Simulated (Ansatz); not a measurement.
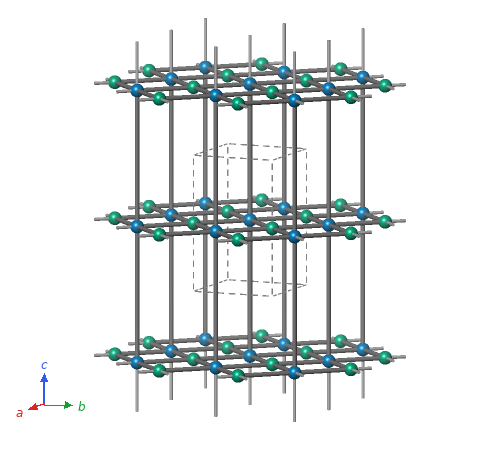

A cut-out of a periodic net derived from a crystal structure. Nodes are coloured by topological kind. Short stubs are edges that leave the cut-out.

What net is this?

A binodal (4,6)-connected, three-periodic net.

Give point symbol and coordination sequence of each kind of node.

4-connected node: 4⁴·6², sequence 4, 16, 38, 66, 102; 6-connected node: 4⁴·6¹⁰·8, sequence 6, 18, 38, 66, 102.

Where the net comes from. System CaHfS2 (space group P4/mmm, No. 123); source of the atomic positions: the end point of a relaxation with DFT PBE, scalar-relativistic, plane waves, PAW (Ansatz); the starting structure was generated, so it need not be a known form of this composition. Bonds are taken as Ca–Hf below 3.5 Å, Ca–S below 2.8 Å and S–S below 2.2 Å. Simplification: prune 0- and 1-connected atoms, fold 2-connected ones into links. Hf is a 4-connected node; Ca is a 6-connected node, in the ratio 1:1. S becomes part of the edges.
